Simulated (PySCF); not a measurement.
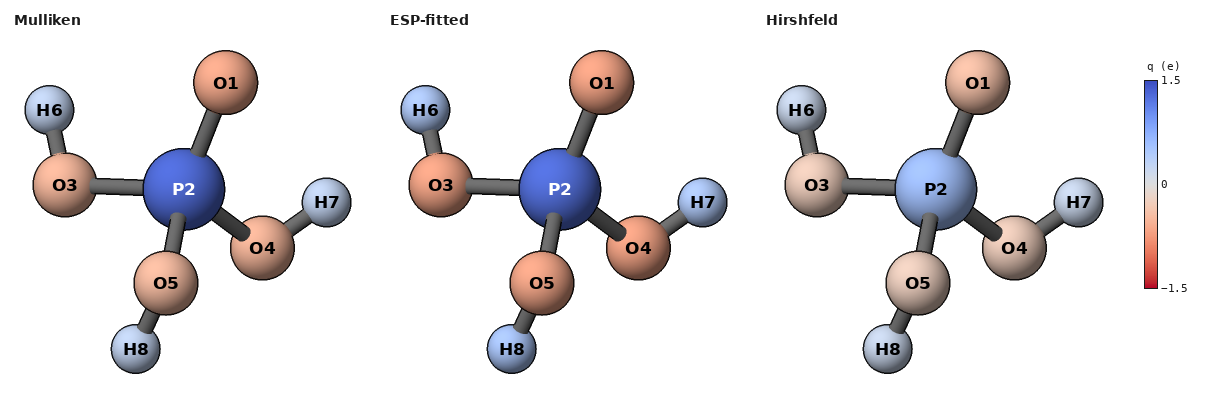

Atomic charges of one calculation by 3 schemes, on one colour scale. Computed geometry: GFN2-xTB optimisation. No frequency run is at hand to confirm it as a minimum. Level of theory: PBE0/pcSseg-1 (PySCF 2.14.0).

**Which scheme gives the most polar picture (largest mean size of the charges)?**

The ESP-fitted charges are the largest in size here, and the Hirshfeld charges the smallest.

**On which atom do the schemes disagree most?**

On P2 (from 0.56 to 1.26 e).

List the charges (e), one line for each set of equivalent atoms.

| atom | Mulliken | ESP-fitted | Hirshfeld |
| --- | --- | --- | --- |
| O1 | −0.60 | −0.65 | −0.40 |
| P2 | 1.26 | 1.23 | 0.56 |
| O3 | −0.49 | −0.64 | −0.25 |
| O4 | −0.49 | −0.65 | −0.26 |
| O5 | −0.46 | −0.63 | −0.23 |
| H6 | 0.26 | 0.43 | 0.19 |
| H7 | 0.26 | 0.43 | 0.19 |
| H8 | 0.26 | 0.48 | 0.20 |

The geometry is semi-empirical. Around P such bond lengths and angles can be off by a tenth of an ångström or more and by several degrees, and values that hang on the shape move with them.
